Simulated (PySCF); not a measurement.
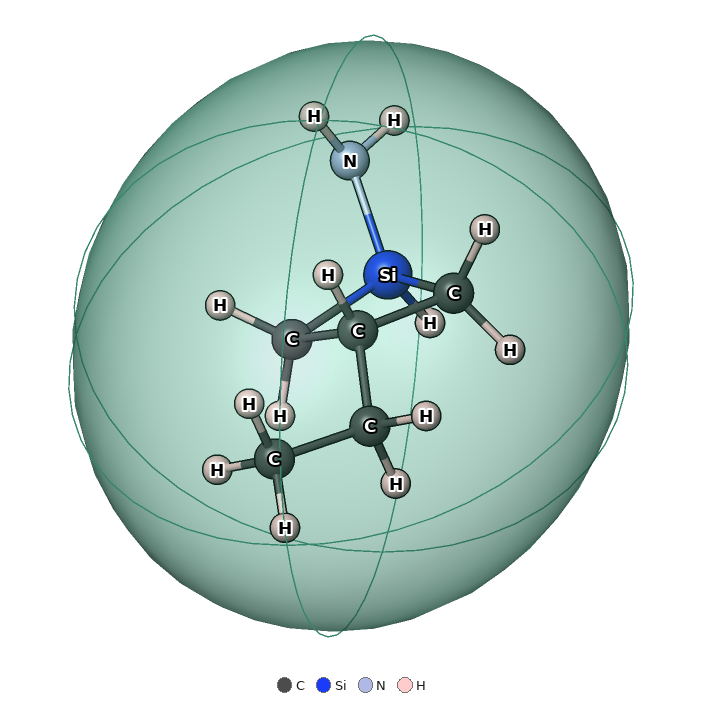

The ellipsoid shows the static dipole polarisability: its half-axes are proportional to the principal values. Computed geometry: GFN2-xTB optimisation. No frequency run is at hand to confirm it as a minimum. Method: B3LYP/def2-SVPD (PySCF 2.14.0).

### Give the principal values, the mean and the anisotropy.

Principal values 81.1, 86.4, 112.0 bohr³; mean 93.2 bohr³ (13.81 Å³); anisotropy 28.6 bohr³, so the longest axis is 1.38 times the shortest.

The geometry is semi-empirical. Around Si such bond lengths and angles can be off by a tenth of an ångström or more and by several degrees, and values that hang on the shape move with them.
